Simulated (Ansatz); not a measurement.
# MnS: which magnetic state does the SCF reach?, part 2 of 2

Aim: see which self-consistent states MnS reaches from different starts at one fixed geometry, and which of them is lowest. System: MnS, the deposited crystal structure (space group P6_3mc); the cell holds 4 atoms. Source: COD entry 9008871.

Ansatz 0.2.0; DFT LDA, PAW, plane waves, scalar-relativistic. Earlier steps stand in the parts before.

### Step 6. Parallel moments scaled by 0.2, plain SCF

The COD entry's cell or inner coordinates are ideal or old and differ from later refinements, so a difference from it is no clean test against experiment.

Contents of input.yaml:

```yaml
crystal:
  lattice:
    - [3.9760013, 0.0, 0.0]
    - [-1.98800065, 3.44331813, 0.0]
    - [0.0, 0.0, 6.432]
  atoms:
    - { symbol: Mn, position: [0.33333333, 0.66666667, 0.0], spin: 0.9 }
    - { symbol: Mn, position: [0.66666667, 0.33333333, 0.5], spin: 0.9 }
    - { symbol: S, position: [0.33333333, 0.66666667, 0.385] }
    - { symbol: S, position: [0.66666667, 0.33333333, 0.885] }
magnetization:
  spin_polarized: true
hamiltonian:
  xc: lda
  pseudopotentials: { kind: paw }
basis:
  ecutwfc: 420
kpoints:
  mp_grid: { grid: [7, 7, 4] }
scf:
  occupations: { method: fermi_dirac, width: 0.1 }
  lower_state_search: "off"
output:
  forces: true
  stress: true
```

The program printed, shortened:

```text
[... 22 lines as in an earlier run ...]
Starting moments: Σ|m| = 1.8 μB on 2 of 4 sites
[... 2 lines as in an earlier run ...]
SCF iter   1: F=—  HF=-9425.619520 eV  |F-HF|=—  |Δ(HF+E_count)|=         —  Δρ=1.26e-1 (↑1.25e-1 ↓1.26e-1)  dr2=6.66e1  dr2_m=1.84e-2  M=1.418 μB ∫|m|=1.826 μB  β_m=1.00  ethr=3.10e-3  ⟨swp⟩=5.0  Hψ=4746  notcnv=0
[...]
[... 1 line as in an earlier run ...]
[...]
spin-set hold released at iteration 10 (site moments contracting): the magnetisation degrees of freedom join the quasi-Newton model from the next iteration; the mixer history was flushed
[...]
SCF iter  18: F=-9421.999805 eV  HF=-9421.999805 eV  |F-HF|=1.48e-8  |Δ(HF+E_count)|=   4.51e-8  Δρ=3.45e-6 (↑1.98e-6 ↓3.45e-6)  dr2=3.92e-8  dr2_m=9.84e-10  M=9.644 μB ∫|m|=9.644 μB  ethr=2.38e-10  ⟨swp⟩=4.0  Hψ=3998  notcnv=0
[...]
SCF converged after 18 iterations
Magnetization: 9.6443 μB (25.8222 up, 16.1778 down)
Absolute magnetization: 9.6443 μB (∫|ρ↑−ρ↓|, with the PAW one-centre terms)
Spin contamination: 0.0384 ħ² per cell (⟨S²⟩ above its minimum at these occupations)
Per-site moments (μB) at R_I (Å): [(4.048276896276567, 0.9948568992204582), (4.048276896276564, 0.9948568992204582), (0.12938199965286246, 0.9948568992204582), (0.1293819996528617, 0.9948568992204582)]
Free energy (F): -9421.999805 eV
[...]
E sigma→0 (E₀):  -9421.967022 eV
Entropy (-TS):   -0.065568 eV (-16.392 meV/atom)
Fermi energy:    7.011070 eV
[... 27 lines left out: energy terms, forces, stress ...]
```

Wall time 19 s (2 threads of an x86-64 CPU, shared host); peak memory 0.38 GiB.

The run ends in the same state as step 2 (ferromagnetic); it took 18 iterations.

### Step 7. Moments ++ scaled by 1.4, plain SCF

input.yaml, as its differences from that of step 6:

```diff
@@ -6,4 +6,4 @@
   atoms:
-    - { symbol: Mn, position: [0.33333333, 0.66666667, 0.0], spin: 0.9 }
-    - { symbol: Mn, position: [0.66666667, 0.33333333, 0.5], spin: 0.9 }
+    - { symbol: Mn, position: [0.33333333, 0.66666667, 0.0], spin: 6.3 }
+    - { symbol: Mn, position: [0.66666667, 0.33333333, 0.5], spin: 6.3 }
     - { symbol: S, position: [0.33333333, 0.66666667, 0.385] }
```

The program printed, shortened:

```text
[... 9 lines as in an earlier run ...]
Bands: 33, of which v1, the nominal top of the filled ones, is band 21 counted from 1 (20 counted from 0)
[... 12 lines as in an earlier run ...]
Starting moments: Σ|m| = 12.6 μB on 2 of 4 sites
[... 2 lines as in an earlier run ...]
SCF iter   1: F=—  HF=-9421.777024 eV  |F-HF|=—  |Δ(HF+E_count)|=         —  Δρ=1.39e-1 (↑4.77e-2 ↓1.39e-1)  dr2=8.00e0  dr2_m=6.81e0  M=9.657 μB ∫|m|=9.657 μB  β_m=0.30  ethr=3.10e-3  ⟨swp⟩=6.7  Hψ=6381  notcnv=0
[...]
[... 1 line as in an earlier run ...]
[...]
spin-set hold released at iteration 7 (site moments contracting): the magnetisation degrees of freedom join the quasi-Newton model from the next iteration; the mixer history was flushed
[...]
SCF iter  14: F=-9421.999805 eV  HF=-9421.999805 eV  |F-HF|=3.55e-9  |Δ(HF+E_count)|=   4.90e-8  Δρ=3.84e-6 (↑3.84e-6 ↓1.81e-6)  dr2=2.53e-8  dr2_m=1.69e-9  M=9.644 μB ∫|m|=9.644 μB  ethr=2.38e-10  ⟨swp⟩=4.0  Hψ=4277  notcnv=0
[...]
SCF converged after 14 iterations
Magnetization: 9.6444 μB (25.8222 up, 16.1778 down)
Absolute magnetization: 9.6444 μB (∫|ρ↑−ρ↓|, with the PAW one-centre terms)
Spin contamination: 0.0384 ħ² per cell (⟨S²⟩ above its minimum at these occupations)
Per-site moments (μB) at R_I (Å): [(4.048280854761849, 0.9948568992204582), (4.04828085476185, 0.9948568992204582), (0.1293808228127711, 0.9948568992204582), (0.1293808228127701, 0.9948568992204582)]
Free energy (F): -9421.999805 eV
[...]
E sigma→0 (E₀):  -9421.967023 eV
Entropy (-TS):   -0.065565 eV (-16.391 meV/atom)
Fermi energy:    7.011158 eV
[... 27 lines left out: energy terms, forces, stress ...]
```

Wall time 16 s (2 threads of an x86-64 CPU, shared host); peak memory 0.39 GiB.

Nothing new: the 14 iterations lead to the state found in step 2 (ferromagnetic).

### Step 8. A moment on one site alone, plain SCF

input.yaml, as its differences from that of step 7:

```diff
@@ -6,4 +6,4 @@
   atoms:
-    - { symbol: Mn, position: [0.33333333, 0.66666667, 0.0], spin: 6.3 }
-    - { symbol: Mn, position: [0.66666667, 0.33333333, 0.5], spin: 6.3 }
+    - { symbol: Mn, position: [0.33333333, 0.66666667, 0.0], spin: 4.5 }
+    - { symbol: Mn, position: [0.66666667, 0.33333333, 0.5] }
     - { symbol: S, position: [0.33333333, 0.66666667, 0.385] }
```

The program printed, shortened:

```text
[... 9 lines as in an earlier run ...]
Bands: 28, of which v1, the nominal top of the filled ones, is band 21 counted from 1 (20 counted from 0)
[... 2 lines as in an earlier run ...]
Magnetic group: BNS 156.49 (UNI 1279), of the structure as read, at distance tolerance 4.4e-5 Å
[... 9 lines as in an earlier run ...]
Starting moments: Σ|m| = 4.5 μB on 1 of 4 sites
[... 2 lines as in an earlier run ...]
SCF iter   1: F=—  HF=-9425.696432 eV  |F-HF|=—  |Δ(HF+E_count)|=         —  Δρ=1.23e-1 (↑1.20e-1 ↓1.23e-1)  dr2=6.65e1  dr2_m=1.32e-1  M=3.700 μB ∫|m|=4.184 μB  β_m=0.30  ethr=3.10e-3  ⟨swp⟩=5.4  Hψ=5992  notcnv=0
[...]
[... 1 line as in an earlier run ...]
[...]
spin-set hold released at iteration 15 (the charge has settled, or the pull on large starting moments outlasts its swing): the magnetisation degrees of freedom join the quasi-Newton model from the next iteration; the mixer history was flushed
[...]
SCF iter  28: F=-9422.353652 eV  HF=-9422.353652 eV  |F-HF|=1.77e-8  |Δ(HF+E_count)|=   2.45e-8  Δρ=1.82e-6 (↑1.60e-6 ↓1.82e-6)  dr2=2.37e-8  dr2_m=1.04e-10  M=0.000 μB ∫|m|=9.067 μB  ethr=2.38e-10  ⟨swp⟩=2.5  Hψ=4776  notcnv=0
WARN: the net moment that the starting moments add up to was not kept: the SCF closed with a net magnetisation of 4.9e-6 μB in size, at most 0.1 of the 4.5 μB that the starting moments add up to as vectors. Its absolute magnetisation is 9.1e0 μB, where they sum to 4.5 μB in size (1 site): [...]
SCF converged after 28 iterations
Magnetization: 0.0000 μB (21.0000 up, 21.0000 down)
Absolute magnetization: 9.0669 μB (∫|ρ↑−ρ↓|, with the PAW one-centre terms)
Spin contamination: 4.6329 ħ² per cell (⟨S²⟩ above its minimum at these occupations)
Per-site moments (μB) at R_I (Å): [(3.9580445824674353, 0.9948568992204581), (-3.9580398170767834, 0.9948568992204581), (-0.06182987887052231, 0.9948568992204581), (0.0618244026268468, 0.9948568992204581)]
Free energy (F): -9422.353652 eV
[...]
E sigma→0 (E₀):  -9422.345855 eV
Entropy (-TS):   -0.015593 eV (-3.898 meV/atom)
Fermi energy:    6.985946 eV
[... 27 lines left out: energy terms, forces, stress ...]
```

It took 35 s on 2 threads of an x86-64 CPU, shared host; peak memory 0.4 GiB.

This is the state of step 3 again (antiferromagnetic), after 28 iterations.

### Step 9. Parallel moments, spin not held back in the first iterations, no switch to direct minimisation

input.yaml, as its differences from that of step 8:

```diff
@@ -7,3 +7,3 @@
     - { symbol: Mn, position: [0.33333333, 0.66666667, 0.0], spin: 4.5 }
-    - { symbol: Mn, position: [0.66666667, 0.33333333, 0.5] }
+    - { symbol: Mn, position: [0.66666667, 0.33333333, 0.5], spin: 4.5 }
     - { symbol: S, position: [0.33333333, 0.66666667, 0.385] }
@@ -22,2 +22,4 @@
   lower_state_search: "off"
+  algorithm: density_mixing
+  mixing: { spin_hold: "off" }
 output:
```

The program printed, shortened:

```text
[... 22 lines as in an earlier run ...]
Starting moments: Σ|m| = 9 μB on 2 of 4 sites
[... 2 lines as in an earlier run ...]
SCF iter   1: F=—  HF=-9423.980073 eV  |F-HF|=—  |Δ(HF+E_count)|=         —  Δρ=1.04e-1 (↑3.66e-2 ↓1.04e-1)  dr2=1.85e1  dr2_m=1.09e0  M=7.756 μB ∫|m|=7.756 μB  β_m=0.30  ethr=3.10e-3  ⟨swp⟩=5.6  Hψ=5794  notcnv=0
[...]
[... 1 line as in an earlier run ...]
[...]
SCF iter  10: F=-9421.999805 eV  HF=-9421.999805 eV  |F-HF|=7.45e-9  |Δ(HF+E_count)|=   7.05e-8  Δρ=2.52e-6 (↑2.17e-6 ↓2.52e-6)  dr2=1.74e-8  dr2_m=1.32e-9  M=9.644 μB ∫|m|=9.644 μB  ethr=2.38e-10  ⟨swp⟩=4.0  Hψ=4481  notcnv=0
[...]
SCF converged after 10 iterations
Magnetization: 9.6443 μB (25.8222 up, 16.1778 down)
Absolute magnetization: 9.6444 μB (∫|ρ↑−ρ↓|, with the PAW one-centre terms)
Spin contamination: 0.0384 ħ² per cell (⟨S²⟩ above its minimum at these occupations)
Per-site moments (μB) at R_I (Å): [(4.0482777429857695, 0.9948568992204582), (4.048277742985771, 0.9948568992204582), (0.1293847892818406, 0.9948568992204582), (0.1293847892818393, 0.9948568992204582)]
Free energy (F): -9421.999805 eV
[...]
E sigma→0 (E₀):  -9421.967022 eV
Entropy (-TS):   -0.065566 eV (-16.392 meV/atom)
Fermi energy:    7.011127 eV
[... 27 lines left out: energy terms, forces, stress ...]
```

Wall time 12 s (2 threads of an x86-64 CPU, shared host); peak memory 0.38 GiB.

Nothing new: the 10 iterations lead to the state found in step 2 (ferromagnetic).

### Step 10. Comparing the starts

| step | iterations | state | moments of Mn1 Mn2 (μB) | total (μB) | gap (eV) | pressure (GPa) | above lowest (meV/atom) |
| --- | --- | --- | --- | --- | --- | --- | --- |
| 2 | 10 | 2 | 4.05 4.05 | 9.64 | none | -5.3 | 88.5 |
| 3 | 12 | 1 | 3.96 -3.96 | 0.00 | 0.45 | -7.3 | 0.0 |
| 4 | 11 | 3 | 0.00 0.00 | 0.00 | none | -25.2 | 724 |
| 5 | 13 | 2 | 4.05 4.05 | 9.64 | none | -5.3 | 88.5 |
| 6 | 18 | 2 | 4.05 4.05 | 9.64 | none | -5.3 | 88.5 |
| 7 | 14 | 2 | 4.05 4.05 | 9.64 | none | -5.3 | 88.5 |
| 8 | 28 | 1 | 3.96 -3.96 | 0.00 | 0.45 | -7.3 | 0.0 |
| 9 | 10 | 2 | 4.05 4.05 | 9.64 | none | -5.3 | 88.5 |

States are numbered from the lowest. Starts by step: 2 parallel moments, plain SCF; 3 opposed moments +-, plain SCF; 4 no spin polarisation; 5 spin on, no moments given (the program may seed its own), plain SCF; 6 parallel moments scaled by 0.2, plain SCF; 7 moments ++ scaled by 1.4, plain SCF; 8 a moment on one site alone, plain SCF; 9 parallel moments, spin not held back in the first iterations, no switch to direct minimisation.

The 8 runs of this session took 2.7 min in all, from 12 s to 35 s each.

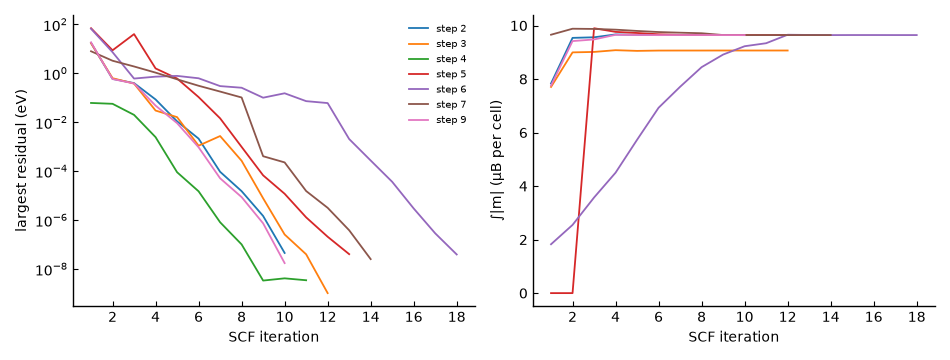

Residual and absolute moment along the iterations (7 of the 8 runs).

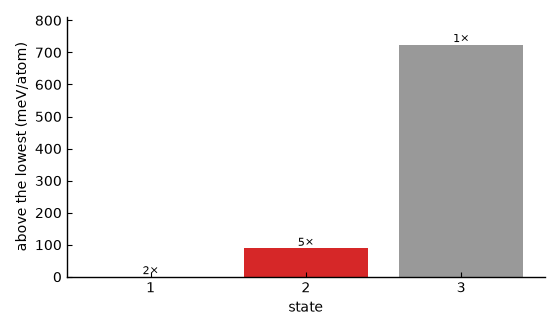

Energy of each distinct state, with the number of starts that reached it (red ferromagnetic, blue opposed moments, grey non-magnetic, green other).

### Step 11. Summary of results

What follows sums up all 2 parts.

| quantity | value |
| --- | --- |
| distinct states | 3 from 8 converged runs |
| lowest state from plain starts | antiferromagnetic |
| its moments | Mn1 3.96, Mn2 -3.96 μB |
| total moment | 0.00 μB per cell |
| gap on the k-mesh | 0.45 eV |
| pressure | -7.3 GPa |
| largest force | 0.546 eV/Å |
| next state | ferromagnetic, 88.5 meV/atom higher |
| highest state | non-magnetic (no spin polarisation), 724 meV/atom higher |

In words: Distinct end states: 3, from 8 converged runs. Switching spin polarisation off costs 724 meV/atom in free energy, smearing entropy included. The best ferromagnetic state lies 88.5 meV/atom above the best antiferromagnetic one. A lower state than any found can't be excluded.
